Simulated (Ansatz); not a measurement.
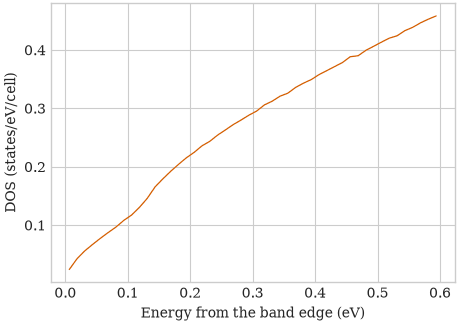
Fig. 1. Density of states of Si (Fd-3m) above the conduction band minimum, PBEsol, rigid bands (Ansatz, a program for electronic structure); cell volume 40.1 Å³.

**Question.** What effective density of states at 300 K does this give (∫ g(E) exp(−E/k_BT) dE, both spins, divided by the cell's size)?

**Answer.** 3.0e19 cm⁻³, a density-of-states mass of 1.13 mₑ, valleys and band degeneracy included.

Spin-orbit coupling is left out. Geometry: cell and atoms relaxed with PBEsol.
